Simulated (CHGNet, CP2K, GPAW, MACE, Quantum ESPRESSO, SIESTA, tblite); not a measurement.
**GPAW runs on Σ7 (111) twist boundary in a Al-Pt solid solution (84 atoms)**

How do the settings of GPAW change the result for Σ7 (111) twist boundary in a Al-Pt solid solution (84 atoms)? A plane-wave run serves as the yardstick.

Method: the method is named at each step, in GPAW 26.7.0.

## Step 1: The structure

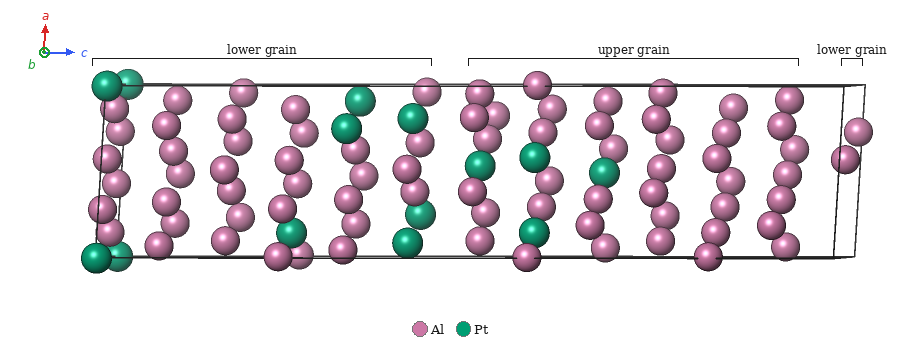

The cell as given, from the side, with the c axis across the page (aluminium pink, platinum teal). Some periodic images of atoms are drawn too.

The cell holds 84 atoms: 73 Al and 11 Pt. Cell: a = 7.545 Å, b = 7.545 Å, c = 28.340 Å, α = 90.0°, β = 90.0°, γ = 120.0°. Fcc Al lattice (a = 4.0328 Å, the value set for the mixture); two grains turned against each other by 38.21 deg about [111]; 1 x 1 coincidence cells, 2 lattice periods a grain, two boundaries a cell, upper grain shifted by [0.672, 0.278] of the boundary cell and opened by 0.2 Å, one atom of each pair nearer than 1.854 Å removed; 11 of 84 Al sites given to Pt at random (lattice constant by Vegard's rule between Al and Pt); not relaxed, displaced by a Gaussian of 0.02 Å. Then every atom was moved at random, 0.03 Å r.m.s. a Cartesian component. Regions: lower grain, 42 atoms (35 Al and 7 Pt); upper grain, 42 atoms (38 Al and 4 Pt). The structure's axis is c.

The yardstick, on the same geometry:

| Item | Value |
| --- | --- |
| method | Kohn-Sham DFT, PBE, SSSP efficiency 1.3.0 pseudopotentials, plane waves (Quantum ESPRESSO 7.5); sssp-pbe-1.3.0-efficiency, cutoffs 45/360 Ry, Γ point |
| r.m.s. force component | 0.4481 eV/Å |
| longest force | 2.39 eV/Å |
| pressure | -3.087 GPa |
| time | 4.2 min on 4 MPI ranks of Arm Neoverse V2, shared host |
| CPU time | 17 min |

## Step 2: PBE, LCAO dzp, h 0.25 Å

Method: Kohn-Sham DFT, PBE, PAW, atomic orbitals (dzp).

The input, run.py:

```python
import numpy as np
from ase.io import read
from gpaw import GPAW, FermiDirac

atoms = read("structure.xyz")
atoms.calc = GPAW(
    mode="lcao",
    basis="dzp",
    h=0.25,
    xc="PBE",
    kpts={"size": (1, 1, 1), "gamma": True},
    occupations=FermiDirac(0.05),
    maxiter=200,
    symmetry={"point_group": False},
    txt="gpaw.txt",
)
energy = atoms.get_potential_energy(force_consistent=True)
forces = atoms.get_forces()
print(f"energy {energy:.6f} eV")
print("forces (eV/A)")
for i, (a, f) in enumerate(zip(atoms, forces)):
    print(f"{i:4d} {a.symbol:2s} {f[0]:10.5f} {f[1]:10.5f} {f[2]:10.5f}")
print(f"Fermi level {atoms.calc.get_fermi_level():.4f} eV")
for k in range(len(atoms.calc.get_ibz_k_points())):
    for s in range(atoms.calc.get_number_of_spins()):
        e = atoms.calc.get_eigenvalues(kpt=k, spin=s)
        n = np.searchsorted(e, atoms.calc.get_fermi_level())
        print(f"k {k} spin {s} levels about the Fermi level:", np.round(e[max(n - 6, 0):n], 4).tolist(), "|", np.round(e[n:n + 6], 4).tolist())
```

The input, structure.xyz:

```xyz
84
Lattice="7.54468 0.00000 0.00000 -3.77234 6.53388 0.00000 0.00000 0.00000 28.34006" Properties=species:S:1:pos:R:3 pbc="T T T"
Al 4.36286 3.71386 0.02296
Al 4.91547 0.97492 28.29472
Al 5.38554 2.55266 2.28279
Al 6.44670 1.26496 4.63700
Al 1.58152 4.73040 28.32504
Al 2.16008 6.30565 2.38028
Al 2.12258 1.86144 0.04194
Al 2.66078 3.42820 2.35166
Al 3.22290 4.92504 4.70842
Al 3.23742 0.66306 2.32247
Al 3.80346 2.18238 4.64777
Al 4.29036 3.78090 6.98101
Al 4.84323 0.97812 7.02012
Pt 5.40818 2.46484 9.28335
Al 6.51977 1.21053 11.66817
Al -1.08334 5.52688 0.02239
Al -0.55442 2.83067 0.02636
Al -0.09072 4.35725 2.31283
Al 0.46577 5.86749 4.64692
Pt 3.76249 6.52480 0.02749
Al 0.55767 1.56205 2.35081
Al 1.11341 3.11869 4.62255
Al 1.55488 4.68976 6.96882
Pt 2.08165 6.21529 9.28902
Al 1.53421 0.29794 4.68546
Al 2.15038 1.81838 6.99376
Al 2.73178 3.41395 9.33323
Pt 3.21203 5.01024 11.66108
Al 3.19645 0.57590 9.36327
Al 3.72681 2.21427 11.64833
Al -2.55195 5.30937 2.24935
Al -1.63067 4.07956 4.63275
Al -1.09843 5.61260 6.94388
Pt -0.54578 2.77755 6.99489
Al 0.01973 4.36234 9.30234
Al 0.48237 5.90016 11.66420
Al 0.04417 0.02189 7.00198
Al 0.51051 1.60387 9.29809
Al 1.08145 3.09039 11.66789
Pt 1.66119 0.31415 11.59590
Al -2.70733 5.27768 9.31509
Pt -1.69201 4.02350 11.62991
Al 1.37475 0.95506 14.17088
Al -0.32050 5.58255 14.18845
Al 2.99946 0.55799 16.49250
Pt 1.88760 3.67766 14.18958
Pt 1.37370 5.24050 16.46132
Al 4.60965 0.19798 18.83650
Al 2.41373 6.49409 14.19922
Al 5.60804 1.50554 16.55230
Al 4.51553 4.62305 14.11987
Al -3.54000 6.17902 16.50780
Al -0.28319 1.16937 18.87505
Al -0.86138 2.72450 14.23833
Pt -1.40999 4.32798 16.50412
Al -1.91533 5.81117 18.81298
[... 24 atom lines left out ...]
Al 4.05542 1.87405 21.18873
Al 3.50567 3.38631 23.52990
Al 2.93164 4.93582 25.82885
Al 5.15204 3.04309 25.83168
```

Command:

```sh
> OMP_NUM_THREADS=1 python run.py > output.txt
```

Log:

```text
energy -331.175132 eV
forces (eV/A)
   0 Al   -0.29508    0.74938   -0.41828
   1 Al    0.33991   -0.42363   -0.04910
   2 Al   -0.02200   -0.12144    0.75642
   3 Al    0.09083    0.04308    0.37907
   4 Al    0.40896    0.25350    0.04843
   5 Al    0.06730   -0.37147   -0.28010
   6 Al   -0.52441   -0.42106    0.16378
   7 Al    0.04576    0.04526    0.06922
   8 Al    0.03283    0.45735   -0.46891
   9 Al    0.14833    0.08497    0.39115
  10 Al   -0.08648   -0.04737   -0.20302
  11 Al    0.67307   -0.54447    0.06356
  12 Al    0.76701    0.27296    0.44575
  13 Pt   -1.21670    0.45011   -0.12818
  14 Al   -0.31132   -0.07996   -0.34864
  15 Al   -0.18845    0.46227   -0.51777
  16 Al    0.27524   -0.48163   -0.30992
  17 Al    0.62605   -0.13072    0.29233
  18 Al    0.34453    0.41436   -0.29093
  19 Pt   -0.10935    0.18591    0.19167
  20 Al   -0.06143    0.01623   -0.03369
  21 Al   -0.39863   -0.13683    0.19489
  22 Al    0.07603   -0.14615    0.01644
  23 Pt   -0.35017   -1.06775   -0.72733
[...]
76 Al    0.04451   -0.14519    0.02161
  77 Al    0.22607    0.19540   -0.18809
  78 Al    0.06203    0.37880   -0.14104
  79 Al    0.21516    0.12782   -0.72736
  80 Al   -0.23944   -0.28582   -0.27801
  81 Al   -0.31726   -0.11448   -0.06295
  82 Al    0.05340    0.05221    0.12119
  83 Al   -0.03247    0.03279    0.05308
Fermi level 7.9725 eV
k 0 spin 0 levels about the Fermi level: [7.6234, 7.6644, 7.7693, 7.8247, 7.8407, 7.9117] | [7.9861, 8.0269, 8.0674, 8.1343, 8.2247, 8.2515]
```

gpaw.txt:

```text
Input parameters:
  mode=LCAO(),
  basis={'default': 'dzp'},
  h=0.25,
  kpts=MonkhorstPack(size=(1, 1, 1), gamma=True),
  maxiter=200,
  occupations=Occupations(name='fermi-dirac', width=0.05, fixmagmom=False),
  symmetry=Symmetry(point_group=False),
  xc=XC(name='PBE')
Unit cell  # Å
| periodic |         x |        y |         z |   lengths |     angles |
|----------|-----------|----------|-----------|-----------|------------|
|      yes |  7.544680 | 0.000000 |  0.000000 |  7.544680 |  90.000000 |
|      yes | -3.772340 | 6.533880 |  0.000000 |  7.544676 |  90.000000 |
|      yes |  0.000000 | 0.000000 | 28.340060 | 28.340060 | 120.000017 |
Number of symmetries: 1
Symmetry operations  # r_c * U_cc + t_c -> r_c
|   | kind |            matrix            |
|---|------|------------------------------|
| 0 |  E   |  1, 0, 0,  0, 1, 0,  0, 0, 1 |
BZ-sampling:
  Number of BZ points: 1
  Number of IBZ points: 1
  Monkhorst-Pack size: [1, 1, 1]
  Monkhorst-Pack shift: [0, 0, 0]
[... lines left out ...]
  Fermi-Dirac:
[... lines left out ...]
xc functional:
  name: PBE with 2 nearest neighbor stencil
interpolation: tri-quintic # 5. degree polynomial
Initialization done in: 9.937 s
convergence criteria:
- Maximum [total energy] change in last 3 cyles: 0.0005 eV / valence electron
- Maximum integral of absolute [dens]ity change: 0.0001 electrons / valence electron
- Maximum integral of absolute [eigenst]ate change: 4e-08 eV^2 / valence electron
maximum number of iterations: 200
SCF iterations
|iter     |      energy | eigst |  dens |
|---------|-------------|-------|-------|
|iter:   1| -533.178683 |      c|       |
|iter:   2|-3278.902478 |      c| -0.54 |
|iter:   3| -384.443681 |      c| -0.03 |
|iter:   4| -338.954227 |      c| -0.81 |
|iter:   5| -335.518842 |      c| -1.01 |
[...]
|iter:  18| -331.034505c|      c| -2.51 |
|iter:  19| -331.036745c|      c| -2.72 |
[...]
|iter:  21| -331.027986 |      c| -1.82 |
|iter:  22| -331.199035 |      c| -3.11 |
|iter:  23| -331.027266c|      c| -2.07 |
[...]
|iter:  28| -331.027028c|      c| -3.77 |
|iter:  29| -331.026825c|      c| -3.58 |
|iter:  30| -331.026860c|      c| -4.12c|
Converged in 30 steps
SCF loop duration: 616.656 s (20.555 s/step)
Energy contributions relative to reference atoms: (reference = -5986178.888779)
Energy contributions:
  Kinetic:          37.416713
  Coulomb:          69.405067
  Zero:              0.869009
  External:          0.000000
  Xc:             -438.569378
  Entropy:          -0.296543
  Spinorbit:         0.000000
  ----------------------------
  Free energy:    -331.175132
  Extrapolated:   -331.026860
dipole moment: (-24.832088, 25.231708, -189.534004)  # |e|*Ang
Fermi level: 7.973
Eigenvalues  # (at kpt = [0.000, 0.000, 0.000])
| band index |      eig [eV] | occ [0-2] |
|------------|---------------|-----------|
|          0 |       -45.803 |     2.000 |
|        ... |               |           |
|        189 |         7.479 |     2.000 |
|        190 |         7.509 |     2.000 |
[...]
|        204 |         8.366 |     0.001 |
|        ... |               |           |
|        240 |        10.195 |     0.000 |
Gap: 0.074 eV
Transition (v -> c):
  (s=0, k=0, n=196, [0.00, 0.00, 0.00]) -> (s=0, k=0, n=197, [0.00, 0.00, 0.00])
No difference between direct/indirect transitions
Force computation time: 51.567  # s
timing:  # [seconds]
  Total:  678.194  # ━━━━━━━━━━━━━━━━━━━━━━━━━━━━━━━━━━━━━━━━━━━━━━━━━━━━━━━━
  Init:     9.937  # ━
  SCF:    616.656  # ━━━━━━━━━━━━━━━━━━━━━━━━━━━━━━━━━━━━━━━━━━━━━━━━━━━
  Forces:  51.567  # ━━━━╸
```

The job ended after 11 min (1 thread of Arm Neoverse V2, shared host; peak memory 1.2 GiB).

Banners, paths, timers and routine set-up lines are dropped from the logs unmarked, and long logs keep their key lines alone; longer cuts are marked.

Compared with the plane-wave run:

- r.m.s. force component: 0.4559 eV/Å
- r.m.s. difference of force components: 18.51 meV/Å
- longest difference of force vectors: 73.78 meV/Å
- force difference over r.m.s. force: 4.132 %
- slope of forces against the reference's: 1.017
- correlation of force components: 0.9993
- spacing of highest filled and lowest empty level: 0.0744 eV

This is a coarse setting, run to see what it loses.

Length of the force difference by element (eV/Å):

```
element  atoms   mean   most
     Al     73  0.025  0.059
     Pt     11  0.044  0.074
```

Levels nearest the highest filled one (eV from it): -0.29, -0.25, -0.14, -0.09, -0.07, 0.00, 0.07, 0.12, 0.16, 0.22, 0.31, 0.34.

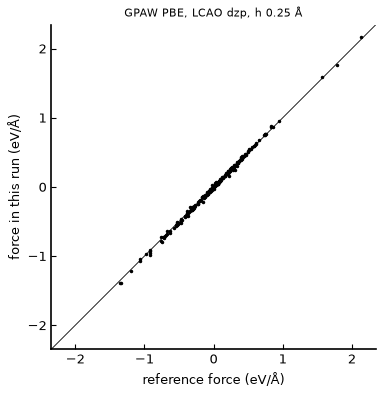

Force components against those of the reference; the line marks equality.

A closer look about Al43, picked at random: 11 atoms, nearest first, numbered in the order of the input, with positions taken from that point.

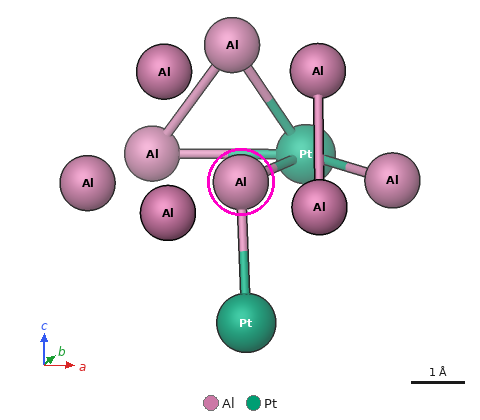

The atoms of the table, within 2.9 Å (arrows a, b, c point along x, y, z); some may hide others; the central atom is ringed.

```csv
atom,x,y,z,distance (Å),Fx,Fy,Fz (eV/Å)
Al43,0.00,0.00,0.00,0.00,0.08,0.27,-0.73
Pt40,0.29,-0.64,-2.57,2.67,-0.11,1.77,-0.64
Pt46,0.51,2.72,0.02,2.77,-0.20,-0.92,-0.22
Al44,2.08,-1.91,0.02,2.82,0.47,-0.63,0.25
Al58,-0.59,1.50,2.31,2.82,0.08,0.77,0.39
Al54,-2.24,1.77,0.07,2.85,0.28,0.59,-0.96
Al45,1.62,-0.40,2.32,2.86,-0.06,-0.32,0.57
Al66,2.73,0.89,0.01,2.87,-0.68,-0.06,0.24
Al49,-2.73,-0.99,0.03,2.91,0.03,-0.97,-0.80
Al52,-1.14,-1.31,2.34,2.91,-0.10,-0.33,0.24
Al51,-0.63,-2.87,-0.05,2.94,-0.29,0.04,-1.39
```

Atoms are counted from 1 here, from 0 in the log.

Forces lie 4.1 % from the reference's, at 0.67 times its CPU time (on 1 against 4 cores).

## Step 3: PBE, LCAO sz(dzp), h 0.2 Å

Method: Kohn-Sham DFT, PBE, PAW, atomic orbitals (sz(dzp)).

Edit run.py of step 2 so:

```diff
@@ -7,4 +7,4 @@
     mode="lcao",
-    basis="dzp",
-    h=0.25,
+    basis="sz(dzp)",
+    h=0.2,
     xc="PBE",
```

structure.xyz is that of step 2.

Log:

```text
energy -283.706323 eV
forces (eV/A)
   0 Al   -0.34919    0.93138   -0.93651
   1 Al    0.46859   -0.70028   -0.53344
   2 Al   -0.11701   -0.07620    1.12620
   3 Al    0.07517    0.18834    0.55787
   4 Al    0.59858    0.29277   -0.03773
   5 Al    0.16434   -0.43417   -0.33248
[...]
81 Al   -0.43351   -0.04310   -0.23496
  82 Al    0.02497    0.09045    0.48374
  83 Al   -0.21515    0.11240    0.31256
Fermi level 8.6174 eV
k 0 spin 0 levels about the Fermi level: [8.1808, 8.2302, 8.3944, 8.4491, 8.4716, 8.5305] | [8.6304, 8.6784, 8.7477, 8.8495, 8.9188, 8.9403]
```

gpaw.txt:

```text
Input parameters:
  mode=LCAO(),
  basis={'default': 'sz(dzp)'},
  h=0.2,
  kpts=MonkhorstPack(size=(1, 1, 1), gamma=True),
  maxiter=200,
  occupations=Occupations(name='fermi-dirac', width=0.05, fixmagmom=False),
[... lines left out ...]
  Fermi-Dirac:
[... lines left out ...]
convergence criteria:
- Maximum [total energy] change in last 3 cyles: 0.0005 eV / valence electron
[... lines left out ...]
Converged in 24 steps
[... lines left out ...]
  Free energy:    -283.706323
[... lines left out ...]
Fermi level: 8.617
[... lines left out ...]
|        ... |               |           |
|        240 |        11.097 |     0.000 |
Gap: 0.100 eV
Transition (v -> c):
  (s=0, k=0, n=196, [0.00, 0.00, 0.00]) -> (s=0, k=0, n=197, [0.00, 0.00, 0.00])
No difference between direct/indirect transitions
Force computation time: 17.637  # s
timing:  # [seconds]
  Total:  214.444  # ━━━━━━━━━━━━━━━━━━━━━━━━━━━━━━━━━━━━━━━━━━━━━━━━━━━━━━━━
  Init:     8.222  # ━━
  SCF:    188.556  # ━━━━━━━━━━━━━━━━━━━━━━━━━━━━━━━━━━━━━━━━━━━━━━━━━
  Forces:  17.637  # ━━━━╸
```

The job ended after 3.6 min (1 thread; peak memory 1.4 GiB).

Compared with the plane-wave run:

| Property | Result |
| --- | --- |
| r.m.s. force component | 0.57 eV/Å |
| r.m.s. difference of force components | 187 meV/Å |
| longest difference of force vectors | 686.6 meV/Å |
| force difference over r.m.s. force | 41.73 % |
| slope of forces against the reference's | 1.222 |
| correlation of force components | 0.9606 |
| spacing of highest filled and lowest empty level | 0.0999 eV |

This is a coarse setting, run to see what it loses.

Against the first run (4.1 %), the force difference from the reference is 42 %, at 0.32 times the CPU time.

## Step 4: All runs compared

Differences are against the plane-wave reference, forces as r.m.s. over components; share is that over the reference's r.m.s. force, slope the least-squares factor from reference forces to these. Total energies of different programs have different zeros and aren't compared.

| run | Δ force, r.m.s. (meV/Å) | share (%) | slope | cores | CPU time | memory (GiB) |
| --- | --- | --- | --- | --- | --- | --- |
| reference | - | - | - | 4 | 17 min | 4.3 |
| GPAW PBE, LCAO dzp, h 0.25 Å (coarse) | 18.5 | 4.13 | 1.017 | 1 | 11 min | 1.2 |
| GPAW PBE, LCAO sz(dzp), h 0.2 Å (coarse) | 187 | 41.7 | 1.222 | 1 | 3.6 min | 1.4 |

Rows marked coarse were listed beforehand as settings not expected to be converged; some can still land near the reference.

CPU time is summed over cores on a shared host, where runs went side by side, so it is rough. Symmetry, cutoffs, thresholds, outputs and thread counts weren't matched or tuned between programs; memory under MPI is the largest rank's times the ranks.

A second geometry, displaced anew (every atom was moved at random, 0.04 Å r.m.s. a Cartesian component), gives an energy difference that all programs can be tested on. The reference puts it at 0.1932 meV/atom.

```csv
run,energy less the first geometry's (meV/atom),error (meV/atom),force share at the second geometry (%)
"GPAW PBE, LCAO dzp, h 0.25 Å",0.0751,-0.118,4.38
"GPAW PBE, LCAO sz(dzp), h 0.2 Å",0.4083,0.215,42.5
```

Further runs of this program without a result: GPAW PBE, LCAO dzp, h 0.2 Å (cut off at its time limit); GPAW revPBE, LCAO dzp, h 0.2 Å (cut off at its time limit).

## Step 5: What came out

```yaml
nearest_in_forces: GPAW PBE, LCAO dzp, h 0.25 Å (coarse), 4.1 %
its_cpu_time: 11 min
```

Runs with settings chosen to be coarse differ by 4.1 % (GPAW PBE, LCAO dzp, h 0.25 Å) to 42 % (GPAW PBE, LCAO sz(dzp), h 0.2 Å), their programs' other errors included. One electronic-structure run takes under half the reference's CPU time: GPAW PBE, LCAO sz(dzp), h 0.2 Å, at 42 % in 3.6 min against 17 min. GPAW PBE, LCAO sz(dzp), h 0.2 Å stiffens the forces by a factor of 1.22 while following their directions (correlation 0.961); the slopes of the 2 GPAW runs lie between 1.02 and 1.22. The energy difference between the two geometries, 0.193 meV/atom in the reference, is met best by GPAW PBE, LCAO dzp, h 0.25 Å (coarse) (-0.118) and worst by GPAW PBE, LCAO sz(dzp), h 0.2 Å (coarse) (+0.215). The electron count is odd in these runs, and they have no spin polarisation, so the unpaired electron is spread evenly over both spins. The reference's stress is far from hydrostatic: its diagonal is -5.8, -6.1, 2.7 GPa, compression counted positive. The host structure and its lattice constant were typed by rule, without a check against the phase diagram. The reference's pressure of -3.1 GPa belongs to a cell and atoms that aren't relaxed at this level. The electronic-structure runs sample only Γ, in a cell whose shortest periodic width is 7 Å, which is coarse for a cell with partly filled levels. Spin–orbit coupling is left out, which matters for the levels of the heavy elements.

[Also dropped from logs without a mark: logging warnings of Python, and SIESTA's first energy breakdown and zero terms.]

[Logs are printed without paths, hosts, clocks, repeated set-up lines and the standing remarks that a program may print on its own settings, such as how far it seeks lower states.]

[Hosts, paths, dates, database ids (printed as entryN), source tags and the programs' standing remarks are cut or masked in the printed files.]
